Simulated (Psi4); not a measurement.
# C2H6AlF (SMILES [CH3][Al]([CH3])[F]): B3LYP/6-31G(d) (spherical functions)

Aim: the vertical ionisation energy of C2H6AlF at B3LYP/6-31G* (spherical functions), from 2 runs. 

The results are computed with Psi4 1.11.

7 further runs of the same task are left out: 6 that didn't finish, 1 set aside as unsound or not needed.

## (1) The structure to begin with

C2H6AlF: 10 atoms, total charge 0, spin state singlet. As SMILES, `[CH3][Al]([CH3])[F]`. The coordinates come from a PBE0-D4/def2-TZVP relaxation.

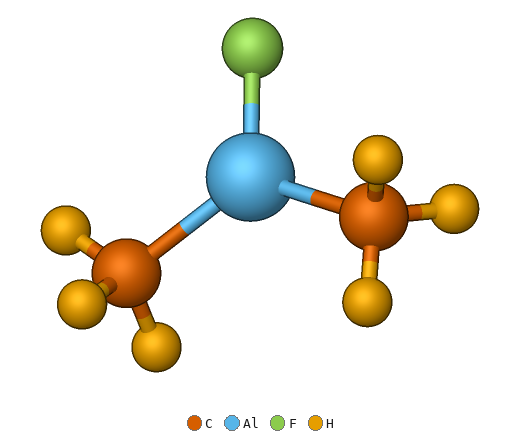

The structure, seen from a chosen angle (carbon orange, aluminium blue, fluorine green, hydrogen amber).

## (2) Energy and forces at B3LYP/6-31G(d) (spherical functions)

Contents of job.py:

```python
import psi4

psi4.set_memory('1600 MB')
psi4.set_num_threads(1)
psi4.set_output_file('output.dat', False)

m = psi4.geometry("""
0 1
C
Al 1 1.942515
C 2 1.942482 1 126.31236
F 2 1.658684 3 116.29777 1 -179.82477
H 1 1.091982 2 112.38896 4 -2.5898
H 1 1.095308 5 107.89018 2 -122.52743
H 1 1.094894 5 108.06182 6 -114.58565
H 3 1.094705 2 110.86475 4 -59.27421
H 3 1.092732 8 107.88994 2 123.76978
H 3 1.094668 9 107.90856 8 -114.58398
units angstrom
symmetry c1
""")

psi4.set_options({
    'reference': 'rks',
    'puream': True,
    'e_convergence': 1e-09,
    'd_convergence': 1e-08,
    'scf_type': 'pk',
    'dft_radial_points': 99,
    'dft_spherical_points': 590,
})

e = psi4.gradient("b3lyp/6-31G*", molecule=m)
print('gradient / Eh bohr^-1')
print(e.np.round(6))
for k, v in sorted(psi4.core.scalar_variables().items()):
    print(f'{k:45s} {v:18.10f}')
```

Run with:

```
python job.py
```

output.dat:

```text
[...]
  Running in c1 symmetry.
[...]
  Nuclear repulsion =  153.324376353988669
[...]
  Multiplicity = 1
[...]
  Nalpha       = 20
  Nbeta        = 20
[...]
    Number of basis functions: 72
[...]
   @RKS iter   1:  -421.69300176993653   -4.58608e-01   1.40068e-02 DIIS/ADIIS
[...]
   @RKS iter  11:  -422.18731241599249   -1.02318e-12   3.04214e-09 DIIS
[...]
    Orbital Energies [Eh]
    ---------------------
    Doubly Occupied:
       1A    -56.027385     2A    -24.635317     3A    -10.149612
       4A    -10.149320     5A     -4.124771     6A     -2.682371
       7A     -2.676186     8A     -2.672970     9A     -1.115321
      10A     -0.682562    11A     -0.674165    12A     -0.435303
      13A     -0.399318    14A     -0.398830    15A     -0.396772
      16A     -0.390922    17A     -0.376119    18A     -0.371965
      19A     -0.335920    20A     -0.273039
[...]
  @RKS Final Energy:  -422.18731241599249
   => Energetics <=
    Nuclear Repulsion Energy =            153.3243763539886686
    One-Electron Energy =                -888.5942004045306248
    Two-Electron Energy =                 347.2916490153660334
    DFT Exchange-Correlation Energy =     -34.2091373808165713
    Empirical Dispersion Energy =           0.0000000000000000
    VV10 Nonlocal Energy =                  0.0000000000000000
    Total Energy =                       -422.1873124159924942
[...]
 Multipole Moments:
 ------------------------------------------------------------------------------------
     Multipole            Electronic (a.u.)      Nuclear  (a.u.)        Total (a.u.)
 ------------------------------------------------------------------------------------
 L = 1.  Multiply by 2.5417464519 to convert [e a0] to [Debye]
 Dipole X            :          0.0006531           -0.0019957           -0.0013426
 Dipole Y            :          6.2601548           -6.8855584           -0.6254036
 Dipole Z            :          3.1575870           -3.4766863           -0.3190993
 Magnitude           :                                                    0.7021081
[...]
  -Total Gradient:
     Atom            X                  Y                   Z
    ------   -----------------  -----------------  -----------------
       1       -0.000092670720     0.000479738000     0.001878855012
       2       -0.000020155685     0.001571272303     0.000841255147
       3        0.000006788502     0.001269988404    -0.001346925063
       4       -0.000018210574    -0.005946524380    -0.003118862446
       5        0.000108643968    -0.001874673851     0.001402467234
       6       -0.001799387384     0.000604545418     0.001078847035
       7        0.001803723965     0.000791281992     0.001153058974
       8       -0.001711949715     0.000444807054    -0.001307453981
       9        0.000017951451     0.002204215365     0.000736961082
      10        0.001704871361     0.000445159441    -0.001332333227
[...]
```

The script printed:

```text
gradient / Eh bohr^-1
[[-9.300e-05  4.800e-04  1.879e-03]
 [-2.000e-05  1.571e-03  8.410e-04]
 [ 7.000e-06  1.270e-03 -1.347e-03]
 [-1.800e-05 -5.947e-03 -3.119e-03]
 [ 1.090e-04 -1.875e-03  1.402e-03]
 [-1.799e-03  6.050e-04  1.079e-03]
 [ 1.804e-03  7.910e-04  1.153e-03]
 [-1.712e-03  4.450e-04 -1.307e-03]
 [ 1.800e-05  2.204e-03  7.370e-04]
 [ 1.705e-03  4.450e-04 -1.332e-03]]
CURRENT ENERGY                                   -422.1873124160
CURRENT REFERENCE ENERGY                         -422.1873124160
DD SOLVATION ENERGY                                 0.0000000000
DFT FUNCTIONAL TOTAL ENERGY                      -422.1873124160
DFT TOTAL ENERGY                                 -422.1873124160
DFT VV10 ENERGY                                     0.0000000000
DFT XC ENERGY                                     -34.2091373808
GRID ELECTRONS ALPHA                               19.9999999534
GRID ELECTRONS BETA                                19.9999999534
GRID ELECTRONS TOTAL                               39.9999999068
NUCLEAR REPULSION ENERGY                          153.3243763540
ONE-ELECTRON ENERGY                              -888.5942004045
PCM POLARIZATION ENERGY                             0.0000000000
PE ENERGY                                           0.0000000000
SCF ITERATION ENERGY                             -422.1873124160
SCF ITERATIONS                                     11.0000000000
SCF TOTAL ENERGY                                 -422.1873124160
TWO-ELECTRON ENERGY                               347.2916490154
XC GRID RADIAL POINTS                              99.0000000000
XC GRID SPHERICAL POINTS                          590.0000000000
XC GRID TOTAL POINTS                           555110.0000000000
```

Run time: 26 s. Hardware: 1 thread of Intel Xeon Platinum 8259CL at 2.50GHz (Skylake/Cascade Lake), shared host; peak memory 1.2 GiB.

## (3) The doublet cation, same level

Contents of c2h6alf.xyz:

```xyz
10
C2H6AlF
C     -0.566700     1.412600    -0.858500
Al    -0.288600    -0.445300    -0.364300
C      0.794700    -1.093100     1.112200
F     -1.047300    -1.600600    -1.281300
H     -1.184400     1.517100    -1.752900
H     -1.054000     1.963400    -0.046800
H      0.387100     1.917300    -1.043800
H      0.189400    -1.676700     1.813200
H      1.269800    -0.283800     1.672000
H      1.583200    -1.762300     0.753400
```

Contents of job.py:

```python
import psi4

psi4.set_memory('1600 MB')
psi4.set_num_threads(1)
psi4.set_output_file('c2h6alf.out', False)

with open('c2h6alf.xyz') as f:
    atoms = ''.join(f.readlines()[2:])
mol = psi4.geometry('1 2\n' + atoms + 'symmetry c1\nno_reorient\nno_com')

psi4.set_options({
    'basis': '6-31G*',
    'reference': 'uks',
    'puream': True,
    'e_convergence': 1e-09,
    'd_convergence': 1e-08,
    'scf_type': 'pk',
    'dft_radial_points': 99,
    'dft_spherical_points': 590,
    'maxiter': 100,
})

result, w = psi4.gradient('B3LYP', molecule=mol, return_wfn=True)
print('gradient / Eh bohr^-1')
print(result.np.round(6))
print(f'energy = {w.energy():.10f} Eh')
```

Run with:

```
python job.py
```

c2h6alf.out:

```text
[...]
  Running in c1 symmetry.
[...]
  Nuclear repulsion =  153.324374710563518
[...]
  Multiplicity = 2
[...]
  Nalpha       = 20
  Nbeta        = 19
[...]
    Number of basis functions: 72
[...]
   @UKS iter   1:  -421.53636397327307   -3.01970e-01   1.07761e-02 ADIIS/DIIS
[...]
   @UKS iter  13:  -421.82456220456316   -5.11591e-13   3.61778e-09 DIIS
[...]
   @S^2 Observed:                7.596660170E-01
[...]
  @UKS Final Energy:  -421.82456220456316
   => Energetics <=
    Nuclear Repulsion Energy =            153.3243747105635180
    One-Electron Energy =                -878.6888015198844641
    Two-Electron Energy =                 337.4583790625168263
    DFT Exchange-Correlation Energy =     -33.9185144577589810
    Empirical Dispersion Energy =           0.0000000000000000
    VV10 Nonlocal Energy =                  0.0000000000000000
    Total Energy =                       -421.8245622045631649
[...]
 Multipole Moments:
 ------------------------------------------------------------------------------------
     Multipole            Electronic (a.u.)      Nuclear  (a.u.)        Total (a.u.)
 ------------------------------------------------------------------------------------
 L = 1.  Multiply by 2.5417464519 to convert [e a0] to [Debye]
 Dipole X            :         20.3543579          -20.0658679            0.2884900
 Dipole Y            :         31.7783143          -31.3738001            0.4045142
 Dipole Z            :         25.5570549          -25.2284107            0.3286442
 Magnitude           :                                                    0.5957056
[...]
  -Total Gradient:
     Atom            X                  Y                   Z
    ------   -----------------  -----------------  -----------------
       1        0.000706978284    -0.053734784968     0.004155332133
       2        0.020992656071     0.031775317666     0.025427980927
       3       -0.031492537586     0.009458425818    -0.042275080604
       4       -0.006157155835    -0.009338651341    -0.007449528478
       5        0.003379773431     0.015856662556     0.004299409436
       6        0.001669962468     0.008104497798    -0.007937955296
       7       -0.007529575175     0.008116814468    -0.001327646873
       8        0.014043534446    -0.001534895971     0.005586350391
       9        0.002858298949    -0.007918142539     0.004400450397
      10        0.001532036007    -0.000769220181     0.015124203669
[...]
```

The script printed:

```text
gradient / Eh bohr^-1
[[ 0.000707 -0.053735  0.004155]
 [ 0.020993  0.031775  0.025428]
 [-0.031493  0.009458 -0.042275]
 [-0.006157 -0.009339 -0.00745 ]
 [ 0.00338   0.015857  0.004299]
 [ 0.00167   0.008104 -0.007938]
 [-0.00753   0.008117 -0.001328]
 [ 0.014044 -0.001535  0.005586]
 [ 0.002858 -0.007918  0.0044  ]
 [ 0.001532 -0.000769  0.015124]]
energy = -421.8245622046 Eh
```

Run time: 43 s. Hardware: 1 thread of Intel Xeon Platinum 8259CL at 2.50GHz (Skylake/Cascade Lake), shared host; peak memory 1.2 GiB.

## (4) Results

Level: B3LYP/6-31G* (spherical functions).

| quantity | value |
| --- | --- |
| singlet C2H6AlF: total energy | -422.18731 Eh |
| singlet C2H6AlF: dipole moment | 1.78 D |
| singlet C2H6AlF: HOMO energy | -7.43 eV |
| singlet C2H6AlF: LUMO energy | -0.33 eV |
| singlet C2H6AlF: HOMO–LUMO gap | 7.10 eV |
| singlet C2H6AlF: largest force on an atom | 0.345 eV/Å |
| doublet cation: total energy | -421.82456 Eh |
| doublet cation: HOMO energy (highest over α and β) | -15.09 eV |
| doublet cation: LUMO energy (lowest over α and β) | -12.30 eV |
| doublet cation: ⟨S²⟩ | 0.760 |
| doublet cation: largest force on an atom | 2.772 eV/Å |
| vertical ionisation energy (to the doublet cation) | 9.871 eV |

Removing an electron at fixed nuclei costs 9.87 eV (228 kcal/mol). The largest force (singlet C2H6AlF) is 0.35 eV/Å: the shape isn't a stationary point for this species at this level. The negative HOMO energy of the first species, 7.43 eV, lies 2.44 eV below that difference.
